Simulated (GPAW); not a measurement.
## Atomisation calculation of GeH$_{4}$SO

GeH$_{4}$SO, computed with PBE/plane waves, scalar-relativistic datasets (GPAW 26.7.0).

The geometry comes from this level: GFN2-xTB.

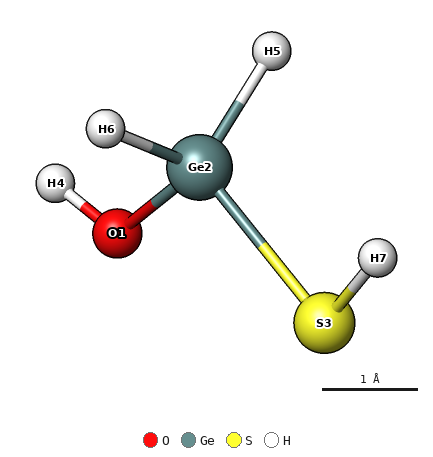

**Figure 1.** The structure as given in the input (ball-and-stick view, seen at a tilt; atoms are numbered from 1 in the order of the input). Sticks mark near contacts. Bond lengths as drawn: Ge–H 1.52 Å, Ge–O 1.74 Å, Ge–S 2.19 Å, H–O 0.95 Å and H–S 1.33 Å.

### The input (GeH4OS.py)
```python
from ase import Atoms
from ase.io import read
from gpaw import GPAW, PW

# Structure
atoms = read("GeH4OS.xyz")
atoms.center(vacuum=4.5)

# Calculator
calc = GPAW(mode=PW(400), xc="PBE", maxiter=100, symmetry="off", txt="GeH4OS.txt")
atoms.calc = calc

e = atoms.get_potential_energy()
e_mol = {"PBE": e}

# Spin-polarised atoms
e_atom = {}
for symbol in sorted(set(atoms.symbols)):
    atom = Atoms(symbol, cell=atoms.cell, pbc=atoms.pbc)
    atom.center()
    atom.calc = GPAW(mode=PW(400),
                     xc="PBE",
                     maxiter=150,
                     symmetry="off",
                     hund=True,
                     txt=f'{symbol}_atom.txt')
    e = atom.get_potential_energy()
    e_atom[symbol] = {"PBE": e}

atomisation = {xc: sum(e_atom[x][xc] for x in atoms.symbols) - e_mol[xc] for xc in e_mol}
for xc, de in atomisation.items():
    print(f'{xc:32} {de:9.3f} eV')
```

### File GeH4OS.xyz
```
7

O     -1.523940    -0.657010    -0.024210
Ge    -0.046870     0.252320    -0.102360
S      1.421980    -1.165360     0.682530
H     -2.334200    -0.248360    -0.317750
H      0.219130     0.647510    -1.544690
H     -0.184780     1.501920     0.750120
H      2.448680    -0.331030     0.556350
```

Command:
```bash
python GeH4OS.py
```

### The program's output
```
PBE                                 21.010 eV
```

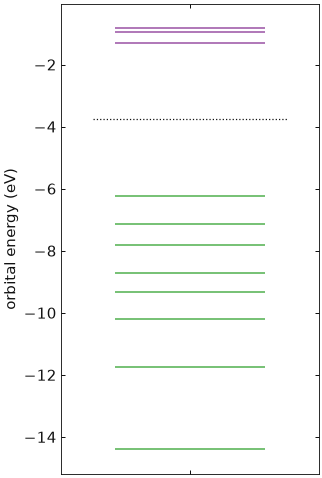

**Figure 2.** Orbital energies near the frontier; the dotted line parts filled from empty levels, and levels within 0.02 eV of each other stand side by side. Highest filled −6.22 eV, lowest empty −1.30 eV, 4.92 eV apart.

### Key numbers

```csv
quantity,value
outcome,converged
energy relative to the program's reference atoms,−27.4920 eV
atomisation energy,21.010 eV
HOMO,−6.22 eV
LUMO,−1.30 eV
dipole moment,2.23 D
hardware,"1 thread of Arm Neoverse N1, 24 GiB of memory available, shared host"
wall time,69 s
peak memory,0.81 GiB
```
